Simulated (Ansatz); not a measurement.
**AlRu: the cell at several levels of theory**

Cell and atoms of the published phase of AlRu (Pm-3m) are relaxed in turn with PBE and r2SCAN.

Program: Ansatz 0.2.0. PAW datasets, plane waves, zero pressure. Spin-unpolarised throughout; all numbers are computed.

3 further runs of the same task are left out: 3 set aside as unsound or not needed.

## 1. The cell

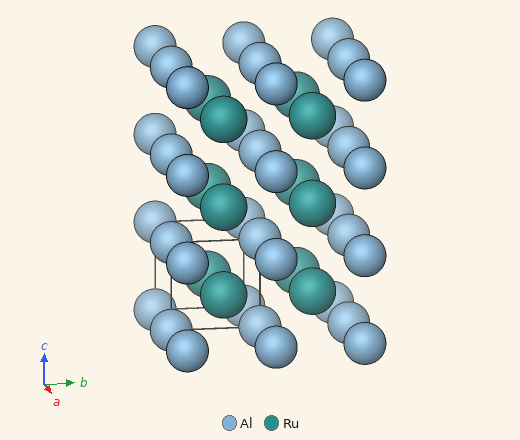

The structure, slightly off an axis: aluminium light blue, ruthenium teal. 2×2×3 cells are drawn.

As a file:

```xyz
2
Lattice="2.9916 0.0000 0.0000 0.0000 2.9916 0.0000 0.0000 0.0000 2.9916" Properties=species:S:1:pos:R:3 pbc="T T T"
Al    0.0000    0.0000    0.0000
Ru    1.4958    1.4958    1.4958
```

## 2. PBE: cell and atoms

File input.yaml:

```yaml
crystal:
  lattice:
    - [2.9916, 0.0, 0.0]
    - [0.0, 2.9916, 0.0]
    - [0.0, 0.0, 2.9916]
  atoms:
    - { symbol: Al, position: [0.0, 0.0, 0.0] }
    - { symbol: Ru, position: [0.5, 0.5, 0.5] }
kpoints:
  mp_grid: { grid: [8, 8, 8] }
hamiltonian:
  xc: pbe
scf:
  occupations: { method: fermi_dirac, width: 0.02 }
relax:
  f_tol: 0.005
  cell: {}
output:
  write_density: true
  write_potential: true
  elf: true
  volumetric_format: npy
```

Started as:

```sh
$ ansatz run input.yaml --threads 1 --pin off --max-ram 2304MiB --backend cpu --events-out ev --progress --plain --runs-dir out
```

The log of the run, cut to the lines that bear on the results:

```text
Warning: RAYON_NUM_THREADS=1 ignored (pool sized by the plan → 1); use --threads N
[...]
Pseudopotentials: kind: paw
Pseudopotential: Al, paw, valence charge 3, recommended cutoff 420 eV (normal), Al.paw.azcp
Pseudopotential: Ru, paw, valence charge 16, recommended cutoff 420 eV (normal), Ru.paw.azcp
Functional definition: PBE
[...]
Crystal: 2 atoms, lattice volume = 26.774 Å³
Basis set: ecut = 420 eV, 485 PW (Γ), exchange–correlation on 40×40×40 points (8 copies of the dense FFT grid, shifted against one another)
Bands: 14, of which v1, the nominal top of the filled ones, is band 10 counted from 1 (9 counted from 0)
Symmetry: 48 space group operations
Space group: Pm-3m (ITA 221), of the structure as read, at distance tolerance 3.0e-5 Å
k-points: 35 of 512
[...]
SCF iter   1: F=—  HF=-6417.428054 eV  |F-HF|=—  |Δ(HF+E_count)|=         —  Δρ=2.44e-3  dr2=6.72e-4  ethr=1.77e-3  ⟨swp⟩=5.9  Hψ=2614  notcnv=0
[...]
relax step   1: F+E_penalty+E_count = -6417.42784990 eV  Δ(F+E_penalty+E_count) = +0.000e0 eV  max|allowed force component| = 8.441e-29 eV/Å  Δτ_max = 0.0000 Å  P = +2.885 GPa  Ω = 26.774 Å³  (6 SCF iters, dr2 threshold 1.00e-7 eV, accepted)
[...]
relax step   3: F+E_penalty+E_count = -6417.43100267 eV  Δ(F+E_penalty+E_count) = -2.107e-4 eV  max|allowed force component| = 2.153e-30 eV/Å  Δτ_max = 0.0000 Å  P = -0.015 GPa  Ω = 27.148 Å³  energy of the carried Pulay correction = -1.593e-4 eV  (6 SCF iters, dr2 threshold 2.00e-7 eV, accepted)
[...]
relax step   4: F+E_penalty+E_count = -6417.43117421 eV  Δ(F+E_penalty+E_count) = -1.715e-4 eV  max|allowed force component| = 3.205e-30 eV/Å  Δτ_max = 0.0000 Å  P = -0.015 GPa  Ω = 27.148 Å³  stress off target by 1.48e-2 GPa  SCF on the basis re-selected at this cell (its energy is not [...]
SCF converged after 8 iterations
Free energy (F): -6417.431174 eV
[...]
E sigma→0 (E₀):  -6417.429110 eV
Entropy (-TS):   -0.004128 eV (-2.064 meV/atom)
Fermi energy:    15.938954 eV
[...]
--- Forces (eV/Å), atoms counted from 1 ---
  atom   1  Al    -0.00000000    -0.00000000    -0.00000000
  atom   2  Ru     0.00000000     0.00000000     0.00000000
[...]
--- Stress (GPa, compression-positive) ---
       -0.014789       0.000000       0.000000
        0.000000      -0.014789       0.000000
        0.000000       0.000000      -0.014789
  P = ⅓ Tr σ = -0.0148 GPa (-0.148 kbar)
--- Band table (eV; the first three rows and the last of 35) ---
  k-point 0: bands = ["-55.9019", "-25.8572", "-25.8572", "-25.8572", "6.2671", "12.3705", "12.3705", "16.0499", "16.0499", "16.0499", "21.8621", "21.8621", "21.8621", "26.7004"]
[...]
--- Relaxed structure (3 steps of the walk, 3 accepted, 1 SCFs on fresh bases) ---
  F+E_penalty+E_count = -6417.43117421 eV   max|allowed force component| = 3.205e-30 eV/Å   (the final SCF, on the basis selected at the relaxed cell)
  cell:  # Å, volume = 27.1483 Å³
    - [3.0054842914054825, -3.20988324064539e-35, -6.419766481290786e-35]
    - [1.6049416203226964e-34, 3.0054842914054825, 0.0]
    - [6.419766481290786e-35, 0.0, 3.0054842914054825]
  atoms:
    - { symbol: Al, position: [1.5021515366035698e-34, 3.218896149864771e-35, 1.0729653832883384e-35] }
    - { symbol: Ru, position: [0.5, 0.5, 0.5] }
```

Wall time 3.4 s (1 thread of Arm Neoverse V2, shared host); peak memory 0.29 GiB.

Ionic steps:

```
step  energy change (meV/atom)  largest force (eV/Å)  pressure (GPa)  volume (Å³/atom)
   1                       0.0                0.0000            2.88            13.387
   2                      -1.5                0.0000           -0.64            13.617
   3                      -1.6                0.0000           -0.01            13.574
   4                      -1.7                0.0000           -0.01            13.574
```

Step 4 solves the same cell on a plane-wave basis chosen anew, so the energy can jump there without a move.

The table lists every geometry solved, with passes on a fresh basis, whose energies don't compare exactly with the rows above.

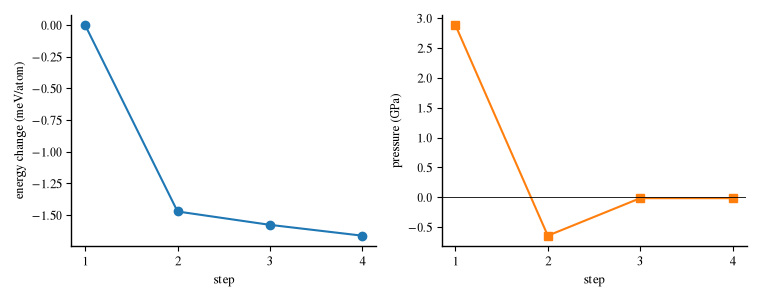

Energy (left) and pressure (right) by step.

```
                       before   after   change
                a (Å)   2.992   3.005  +0.46 %
     volume (Å³/atom)  13.387  13.574  +1.40 %
shortest distance (Å)   2.591   2.603  +0.46 %
          space group   Pm-3m   Pm-3m     same
```

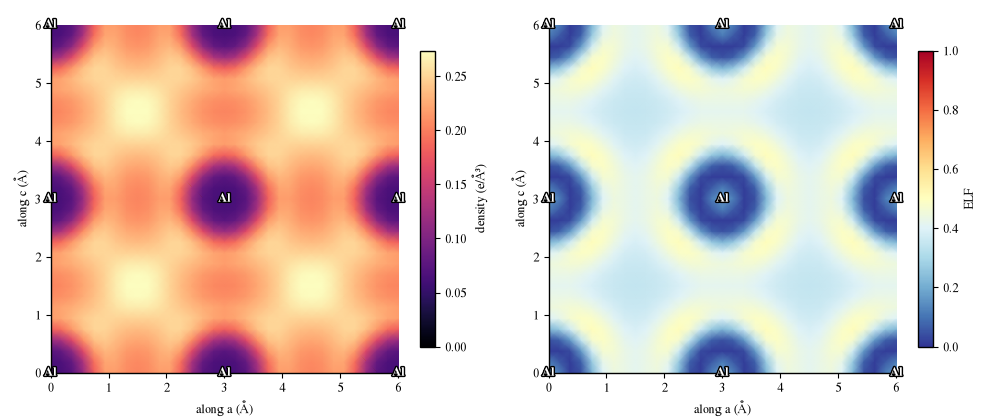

Density (left) and ELF (right) in a lattice plane of the grid's cell (edges 3.01 and 3.01 Å, at 0.000 of the third edge), which holds Al. Only atoms in the plane are labelled. Both are smooth fields of the valence electrons: close to the nuclei they are not physical.

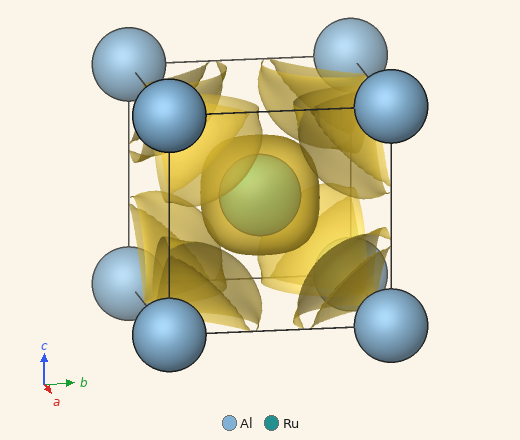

Surface of ELF = 0.44, drawn in one cell.

Outside the cores ELF peaks at 0.51 on the Al–Ru line, 1.0 Å from Al; 0.50 in the shell around Al, 1.1 Å from Al.

## 3. Relaxing with r2SCAN

Start: the result of step 2.

File input.yaml:

```yaml
crystal:
  lattice:
    - [3.0054842914, 0.0, 0.0]
    - [0.0, 3.0054842914, 0.0]
    - [0.0, 0.0, 3.0054842914]
  atoms:
    - { symbol: Al, position: [0.0, 0.0, 0.0] }
    - { symbol: Ru, position: [0.5, 0.5, 0.5] }
kpoints:
  mp_grid: { grid: [8, 8, 8] }
hamiltonian:
  xc: r2scan
scf:
  occupations: { method: fermi_dirac, width: 0.02 }
relax:
  f_tol: 0.005
  cell: {}
```

Started as:

```sh
$ ansatz run input.yaml --threads 1 --pin off --max-ram 2304MiB --backend cpu --events-out ev --progress --plain --runs-dir out
```

The log of the run:

```text
Warning: RAYON_NUM_THREADS=1 ignored (pool sized by the plan → 1); use --threads N
Engine: ansatz 0.2.0, aarch64-unknown-linux-gnu
Pseudopotentials: kind: paw
Pseudopotential: Al, paw, valence charge 3, recommended cutoff 500 eV (meta_gga), Al.paw.azcp
Pseudopotential: Ru, paw, valence charge 16, recommended cutoff 500 eV (meta_gga), Ru.paw.azcp
Functional definition: r2SCAN
  parameter k0 = 0.174
  parameter k1 = 0.065
  parameter a1 = 4.9479
  exchange = r2scan_x(k0 = k0, k1 = k1, a1 = a1)
  correlation = r2scan_c
Crystal: 2 atoms, lattice volume = 27.148 Å³
Basis set: ecut = 500 eV, 739 PW (Γ), exchange–correlation on 96×96×96 points (64 copies of the dense FFT grid, shifted against one another)
Bands: 14, of which v1, the nominal top of the filled ones, is band 10 counted from 1 (9 counted from 0)
Symmetry: 48 space group operations
Space group: Pm-3m (ITA 221), of the structure as read, at distance tolerance 3.0e-5 Å
k-points: 35 of 512
Non-local potential: Al, projectors of the file, l = 0: 2, l = 1: 2, l = 2: 1
Non-local potential: Ru, projectors of the file, l = 0: 3, l = 1: 2, l = 2: 2, l = 3: 1
PAW form: soft (Blöchl's): semilocal exchange-correlation on the pseudo side does not see the compensation charge
PAW frozen core: Al, regenerated for the run's functional (the file was generated under x = pbe(κ = 0.804, μ = 0.2195149727645171), c = pbe(β = 0.06672455060314922))
PAW frozen core: Ru, regenerated for the run's functional (the file was generated under x = pbe(κ = 0.804, μ = 0.2195149727645171), c = pbe(β = 0.06672455060314922))
PAW one-centre angular grid: Al, 302 points (default); XC on 160 Gauss nodes
PAW one-centre angular grid: Ru, 590 points (default); XC on 160 Gauss nodes
Initial density: superposition of atomic densities (neutral atoms: chi_scale 0, normalization atom), corrected by the library's trained network
Initial wavefunctions: pseudopotential atomic-orbital guess
Functional: x = r2scan, c = r2scan; τ floored in thin density (d = 2e-4 eV/Å³)
SCF iter   1: F=—  HF=-6432.480887 eV  |F-HF|=—  |Δ(HF+E_count)|=         —  Δρ=8.38e-3  dr2=6.82e-3  dr2_τ=2.29e-2  ethr=1.77e-3  ⟨swp⟩=5.5  Hψ=2567  notcnv=0
preconditioner: auto → none  [insulator: Δε(μ)=0.102 eV  Ē_g=9.273 eV  σ=0.020 eV  W_gap=0.67  n_scr=6 (ndim 8)  ℏωp=23.6 eV  f_vac=0.000  D(μ)=2.58/eV (n_scr^D=26)  ε∞_Penn≈7.5]
SCF iter   2: F=—  HF=-6432.498969 eV  |F-HF|=—  |Δ(HF+E_count)|=   1.81e-2  Δρ=4.39e-3  dr2=1.77e-3  dr2_τ=6.85e-5  ethr=3.59e-5  ⟨swp⟩=2.1  Hψ=1245  notcnv=0  defer=7
SCF iter   3: F=—  HF=-6432.499103 eV  |F-HF|=—  |Δ(HF+E_count)|=   1.34e-4  Δρ=1.53e-3  dr2=7.71e-4  dr2_τ=7.41e-5  ethr=9.29e-6  ⟨swp⟩=2.2  Hψ=924  notcnv=0  defer=7
SCF iter   4: F=—  HF=-6432.498993 eV  |F-HF|=—  |Δ(HF+E_count)|=   1.10e-4  Δρ=6.24e-4  dr2=1.79e-4  dr2_τ=1.06e-5  ethr=4.06e-6  ⟨swp⟩=2.2  Hψ=750  notcnv=0  defer=7
SCF iter   5: F=—  HF=-6432.498958 eV  |F-HF|=—  |Δ(HF+E_count)|=   3.43e-5  Δρ=1.56e-4  dr2=7.74e-6  dr2_τ=8.13e-8  ethr=9.41e-7  ⟨swp⟩=1.3  Hψ=523  notcnv=0  defer=7
SCF iter   6: F=—  HF=-6432.498963 eV  |F-HF|=—  |Δ(HF+E_count)|=   4.35e-6  Δρ=2.46e-5  dr2=1.29e-7  dr2_τ=4.39e-9  ethr=4.07e-8  ⟨swp⟩=2.1  Hψ=637  notcnv=0  defer=7
SCF iter   7: F=-6432.498963 eV  HF=-6432.498963 eV  |F-HF|=4.55e-10  |Δ(HF+E_count)|=   2.55e-8  Δρ=2.78e-6  dr2=9.18e-10  dr2_τ=1.55e-10  ethr=5.26e-10  ⟨swp⟩=4.0  Hψ=1598  notcnv=0
SCF 1 converged in 7 iterations: F = -6432.498963 eV  dr2 = 9.18e-10
relax step   1: F+E_penalty+E_count = -6432.49896275 eV  Δ(F+E_penalty+E_count) = +0.000e0 eV  max|allowed force component| = 3.057e-30 eV/Å  Δτ_max = 0.0000 Å  P = -4.538 GPa  Ω = 27.148 Å³  (7 SCF iters, dr2 threshold 1.00e-7 eV, accepted)
Crystal: 2 atoms, lattice volume = 26.382 Å³
Basis set: ecut = 500 eV, 691 PW (Γ), exchange–correlation on 96×96×96 points (64 copies of the dense FFT grid, shifted against one another)
Initial density: handed on by an earlier stage of this run
Initial wavefunctions: those handed on with the density
iter 1 solved again at ethr=2.34e-5 eV; its pass at ethr=3.10e-3 eV (dr2=4.45e-3 eV) is discarded
SCF iter   1: F=—  HF=-6432.487546 eV  |F-HF|=—  |Δ(HF+E_count)|=         —  Δρ=3.39e-3  dr2=3.91e-3  dr2_τ=1.79e-2  ethr=2.34e-5  ⟨swp⟩=1.1  Hψ=2835  notcnv=0
automatic band count: iteration 1 solves 12 bands in place of 14: the levels show a gap, and the empty bands left out lie too high to hold charge; the band table lists the bands solved (type scf.n_extra_bands for more)
preconditioner: auto → none  [insulator: Δε(μ)=0.086 eV  Ē_g=7.182 eV  σ=0.020 eV  W_gap=0.56  n_scr=6 (ndim 8)  ℏωp=24.0 eV  f_vac=0.000  D(μ)=2.48/eV (n_scr^D=26)  ε∞_Penn≈12.1]
SCF iter   2: F=—  HF=-6432.507768 eV  |F-HF|=—  |Δ(HF+E_count)|=   2.02e-2  Δρ=3.99e-3  dr2=5.11e-3  dr2_τ=6.35e-4  ethr=2.06e-5  ⟨swp⟩=2.1  Hψ=845  notcnv=0
SCF iter   3: F=—  HF=-6432.506767 eV  |F-HF|=—  |Δ(HF+E_count)|=   1.00e-3  Δρ=7.95e-4  dr2=6.58e-5  dr2_τ=7.63e-6  ethr=2.06e-5  ⟨swp⟩=2.1  Hψ=668  notcnv=0
SCF iter   4: F=—  HF=-6432.506788 eV  |F-HF|=—  |Δ(HF+E_count)|=   2.01e-5  Δρ=3.25e-4  dr2=1.72e-5  dr2_τ=1.60e-6  ethr=3.46e-7  ⟨swp⟩=2.0  Hψ=706  notcnv=0
SCF iter   5: F=—  HF=-6432.506789 eV  |F-HF|=—  |Δ(HF+E_count)|=   1.13e-6  Δρ=1.14e-4  dr2=2.26e-6  dr2_τ=1.46e-7  ethr=9.07e-8  ⟨swp⟩=2.0  Hψ=741  notcnv=0
SCF iter   6: F=-6432.506789 eV  HF=-6432.506789 eV  |F-HF|=1.92e-8  |Δ(HF+E_count)|=   3.30e-7  Δρ=2.04e-5  dr2=6.92e-8  dr2_τ=5.49e-9  ethr=1.05e-9  ⟨swp⟩=3.0  Hψ=1712  notcnv=0
SCF 2 converged in 6 iterations: F = -6432.506789 eV  dr2 = 6.92e-8
relax step   2: F+E_penalty+E_count = -6432.50678898 eV  Δ(F+E_penalty+E_count) = -7.826e-3 eV  max|allowed force component| = 3.098e-30 eV/Å  Δτ_max = 0.0000 Å  P = +1.566 GPa  Ω = 26.382 Å³  energy of the carried Pulay correction = +3.420e-4 eV  (6 SCF iters, dr2 threshold 2.00e-7 eV, accepted)
Crystal: 2 atoms, lattice volume = 26.574 Å³
iter 1 solved again at ethr=1.47e-6 eV; its pass at ethr=3.10e-3 eV (dr2=2.80e-4 eV) is discarded
SCF iter   1: F=—  HF=-6432.506236 eV  |F-HF|=—  |Δ(HF+E_count)|=         —  Δρ=8.90e-4  dr2=2.73e-4  dr2_τ=1.18e-3  ethr=1.47e-6  ⟨swp⟩=2.1  Hψ=2820  notcnv=0
automatic band count: iteration 1 solves 12 bands in place of 14: the levels show a gap, and the empty bands left out lie too high to hold charge; the band table lists the bands solved (type scf.n_extra_bands for more)
preconditioner: auto → none  [insulator: Δε(μ)=0.105 eV  Ē_g=7.111 eV  σ=0.020 eV  W_gap=0.65  n_scr=6 (ndim 8)  ℏωp=23.9 eV  f_vac=0.000  D(μ)=2.48/eV (n_scr^D=26)  ε∞_Penn≈12.3]
SCF iter   2: F=—  HF=-6432.507677 eV  |F-HF|=—  |Δ(HF+E_count)|=   1.44e-3  Δρ=1.10e-3  dr2=3.87e-4  dr2_τ=4.74e-5  ethr=1.43e-6  ⟨swp⟩=2.0  Hψ=823  notcnv=0
SCF iter   3: F=—  HF=-6432.507602 eV  |F-HF|=—  |Δ(HF+E_count)|=   7.49e-5  Δρ=2.45e-4  dr2=7.99e-6  dr2_τ=6.36e-7  ethr=1.43e-6  ⟨swp⟩=2.1  Hψ=566  notcnv=0
SCF iter   4: F=—  HF=-6432.507603 eV  |F-HF|=—  |Δ(HF+E_count)|=   1.13e-6  Δρ=1.20e-4  dr2=2.46e-6  dr2_τ=2.63e-7  ethr=4.21e-8  ⟨swp⟩=2.0  Hψ=711  notcnv=0
SCF iter   5: F=—  HF=-6432.507603 eV  |F-HF|=—  |Δ(HF+E_count)|=   1.66e-7  Δρ=4.18e-5  dr2=3.12e-7  dr2_τ=1.82e-8  ethr=1.30e-8  ⟨swp⟩=2.0  Hψ=741  notcnv=0
SCF iter   6: F=-6432.507603 eV  HF=-6432.507603 eV  |F-HF|=6.55e-10  |Δ(HF+E_count)|=   2.38e-9  Δρ=7.70e-6  dr2=1.01e-8  dr2_τ=6.86e-10  ethr=1.05e-9  ⟨swp⟩=4.0  Hψ=1502  notcnv=0
SCF 3 converged in 6 iterations: F = -6432.507603 eV  dr2 = 1.01e-8
relax step   3: F+E_penalty+E_count = -6432.50760317 eV  Δ(F+E_penalty+E_count) = -8.142e-4 eV  max|allowed force component| = 4.232e-30 eV/Å  Δτ_max = 0.0000 Å  P = -0.056 GPa  Ω = 26.574 Å³  energy of the carried Pulay correction = +2.552e-4 eV  (6 SCF iters, dr2 threshold 2.00e-7 eV, accepted)
Crystal: 2 atoms, lattice volume = 26.568 Å³
iter 1 solved again at ethr=1.66e-9 eV; its pass at ethr=3.10e-3 eV (dr2=3.16e-7 eV) is discarded
SCF iter   1: F=—  HF=-6432.507606 eV  |F-HF|=—  |Δ(HF+E_count)|=         —  Δρ=2.84e-5  dr2=3.04e-7  dr2_τ=1.44e-6  ethr=1.66e-9  ⟨swp⟩=2.0  Hψ=2790  notcnv=0
automatic band count: iteration 1 solves 12 bands in place of 14: the levels show a gap, and the empty bands left out lie too high to hold charge; the band table lists the bands solved (type scf.n_extra_bands for more)
preconditioner: auto → none  [insulator: Δε(μ)=0.102 eV  Ē_g=7.117 eV  σ=0.020 eV  W_gap=0.64  n_scr=6 (ndim 8)  ℏωp=23.9 eV  f_vac=0.000  D(μ)=2.49/eV (n_scr^D=26)  ε∞_Penn≈12.3]
SCF iter   2: F=—  HF=-6432.507607 eV  |F-HF|=—  |Δ(HF+E_count)|=   1.81e-6  Δρ=3.73e-5  dr2=4.19e-7  dr2_τ=5.24e-8  ethr=1.60e-9  ⟨swp⟩=2.0  Hψ=744  notcnv=0
SCF iter   3: F=—  HF=-6432.507607 eV  |F-HF|=—  |Δ(HF+E_count)|=   8.04e-8  Δρ=8.80e-6  dr2=1.01e-8  dr2_τ=9.56e-10  ethr=1.60e-9  ⟨swp⟩=2.1  Hψ=581  notcnv=0
SCF iter   4: F=-6432.507607 eV  HF=-6432.507607 eV  |F-HF|=1.13e-9  |Δ(HF+E_count)|=   2.90e-9  Δρ=5.82e-6  dr2=5.49e-9  dr2_τ=4.22e-10  ethr=4.13e-11  ⟨swp⟩=4.1  Hψ=1532  notcnv=0
SCF 4 converged in 4 iterations: F = -6432.507607 eV  dr2 = 5.49e-9
relax step   4: F+E_penalty+E_count = -6432.50760737 eV  Δ(F+E_penalty+E_count) = -4.194e-6 eV  max|allowed force component| = 5.785e-30 eV/Å  Δτ_max = 0.0000 Å  P = -0.001 GPa  Ω = 26.568 Å³  energy of the carried Pulay correction = +2.582e-4 eV  (4 SCF iters, dr2 threshold 7.84e-9 eV, accepted)
Initial wavefunctions: pseudopotential atomic-orbital guess (no wavefunctions were taken with the density)
iter 1 solved again at ethr=1.17e-8 eV; its pass at ethr=3.10e-3 eV (dr2=2.23e-6 eV) is discarded
SCF iter   1: F=—  HF=-6432.507389 eV  |F-HF|=—  |Δ(HF+E_count)|=         —  Δρ=5.36e-5  dr2=9.94e-8  dr2_τ=1.03e-6  ethr=1.17e-8  ⟨swp⟩=3.1  Hψ=4151  notcnv=0
preconditioner: auto → none  [insulator: Δε(μ)=0.102 eV  Ē_g=9.443 eV  σ=0.020 eV  W_gap=0.64  n_scr=6 (ndim 8)  ℏωp=23.9 eV  f_vac=0.000  D(μ)=2.49/eV (n_scr^D=26)  ε∞_Penn≈7.4]
SCF iter   2: F=—  HF=-6432.507389 eV  |F-HF|=—  |Δ(HF+E_count)|=   1.04e-7  Δρ=2.66e-5  dr2=3.37e-8  dr2_τ=2.45e-8  ethr=5.23e-10  ⟨swp⟩=2.3  Hψ=768  notcnv=0
SCF iter   3: F=—  HF=-6432.507390 eV  |F-HF|=—  |Δ(HF+E_count)|=   4.64e-8  Δρ=1.61e-5  dr2=8.46e-8  dr2_τ=6.95e-9  ethr=1.77e-10  ⟨swp⟩=2.4  Hψ=749  notcnv=0  recentre
SCF iter   4: F=—  HF=-6432.507389 eV  |F-HF|=—  |Δ(HF+E_count)|=   1.42e-8  Δρ=1.59e-6  dr2=5.14e-10  dr2_τ=1.17e-10  ethr=1.77e-10  ⟨swp⟩=2.3  Hψ=687  notcnv=0
SCF iter   5: F=-6432.507389 eV  HF=-6432.507389 eV  |F-HF|=1.82e-12  |Δ(HF+E_count)|=  1.38e-10  Δρ=2.89e-7  dr2=1.36e-11  dr2_τ=5.47e-12  ethr=1.00e-12  ⟨swp⟩=4.1  Hψ=2276  notcnv=0
SCF 5 converged in 5 iterations: F = -6432.507389 eV  dr2 = 1.36e-11
relax step   5: F+E_penalty+E_count = -6432.50738949 eV  Δ(F+E_penalty+E_count) = +2.179e-4 eV  max|allowed force component| = 6.360e-30 eV/Å  Δτ_max = 0.0000 Å  P = -0.006 GPa  Ω = 26.568 Å³  stress off target by 6.25e-3 GPa  SCF on the basis re-selected at this cell (its energy is not comparable with the rows above)  (5 SCF iters)
basis re-selected at this cell: Δ(F+E_penalty+E_count) = +2.179e-4 eV, ΔP = -0.005 GPa vs the last step (what re-selecting the basis moved, of the pressure what is left beyond the Pulay correction that the steps carried, after the strain that the cell walked since its last selection, with what the two solves' SCF thresholds leave and, on support functions, any second-order correction that the steps lacked; it is no measure of the basis error at this ecutwfc). This SCF's stress stands 6.25e-3 GPa from its target on what of the cell is left free (relax.cell.stress_tol is 5.00e-2 GPa) and its largest allowed force component is 6.36e-30 eV/Å (relax.f_tol is 5.00e-3 eV/Å): within both
SCF converged after 5 iterations
Free energy (F): -6432.507389 eV
Harris-Foulkes:  -6432.507389 eV  (|F-HF|=1.82e-12)
Internal energy: -6432.504173 eV  (E = F + TS)
E sigma→0 (E₀):  -6432.505781 eV
Entropy (-TS):   -0.003217 eV (-1.608 meV/atom)
Fermi energy:    16.208104 eV
--- Per-component energies (eV) ---
  E_band       = -133.254551
  E_kinetic    = 543.856397
  E_local      = -1790.898911  (includes V_loc(G=0)·N_el)
  E_nonlocal   = 354.071618
  E_hartree    = 637.177046
  E_xc         = -223.041566
  E_vxc        = -301.606886  (∫ρ·V_xc dr)
  E_paw        = -3953.324318  (= ΣΔE_a)
  E_vpaw       = -233.652877  (= ΣTr[D̂ρ^β])
  E_aug_tail   = 0.000092  (compensation charges beyond the density's cutoff)
  E_vtau       = 20.621762  (kinetic-family band-sum trace: ∫τ·v_τ [+ j·A + Jᵃ·Aᵃ] dr)
  E_ewald      = -1999.973467
  E_core_change = -0.371064  (= ΣΔE_core)
  E_smearing   = -0.003217  (= −TS)
  E_closure    = 0.000000  (closes the sum)
  Σ components = -6432.507389   (vs F -6432.507389, Δ=0.00e0)
--- Forces (eV/Å), atoms counted from 1 ---
  atom   1  Al    -0.00000000     0.00000000     0.00000000
  atom   2  Ru    -0.00000000    -0.00000000     0.00000000
  max |Σ_I F_I| component: 1.25e-29 eV/Å
--- Stress (GPa, compression-positive) ---
       -0.006248       0.000000       0.000000
        0.000000      -0.006248       0.000000
        0.000000       0.000000      -0.006248
  P = ⅓ Tr σ = -0.0062 GPa (-0.062 kbar)
--- Relaxed structure (4 steps of the walk, 4 accepted, 1 SCFs on fresh bases) ---
  F+E_penalty+E_count = -6432.50738949 eV   max|allowed force component| = 6.360e-30 eV/Å   (the final SCF, on the basis selected at the relaxed cell)
  cell:  # Å, volume = 26.5675 Å³
    - [2.9838969891446525, -1.0126178535723514e-33, -1.2839532962581572e-34]
    - [-1.205210848011075e-33, 2.9838969891446525, 8.024708101613482e-36]
    - [-9.62964972193618e-35, -8.024708101613482e-36, 2.9838969891446525]
  atoms:
    - { symbol: Al, position: [4.5390367907695e-35, 1.0846962919095865e-36, 1.3350108208147172e-36] }
    - { symbol: Ru, position: [0.5, 0.5, 0.5] }
```

Run time: 8.3 s. Hardware: 1 thread of Arm Neoverse V2, shared host; peak memory 0.35 GiB.

Step by step:

```
step  energy change (meV/atom)  largest force (eV/Å)  pressure (GPa)  volume (Å³/atom)
   1                       0.0                0.0000           -4.54            13.574
   2                      -3.9                0.0000            1.57            13.191
   3                      -4.3                0.0000           -0.06            13.287
   4                      -4.3                0.0000            0.00            13.284
   5                      -4.2                0.0000           -0.01            13.284
```

Step 5 solves the same cell on a plane-wave basis chosen anew, so the energy can jump there without a move.

The table lists every geometry solved, with passes on a fresh basis, whose energies don't compare exactly with the rows above.

|  | before | after | change |
| --- | --- | --- | --- |
| a (Å) | 3.005 | 2.984 | -0.72 % |
| volume (Å³/atom) | 13.574 | 13.284 | -2.14 % |
| shortest distance (Å) | 2.603 | 2.584 | -0.72 % |
| space group | Pm-3m | Pm-3m | same |

## 4. All levels compared

| level | a (Å) | volume (Å³/atom) | space group | SCF geometries |
| --- | --- | --- | --- | --- |
| PBE | 3.005 | 13.574 | Pm-3m | 4 |
| r2SCAN | 2.984 | 13.284 | Pm-3m | 5 |

In words: The first relaxation changed the volume by +1.4 % from the start. r2SCAN gives the smallest cell and PBE the largest; they differ by 2.2 % in volume, a mean of 0.7 % in length.
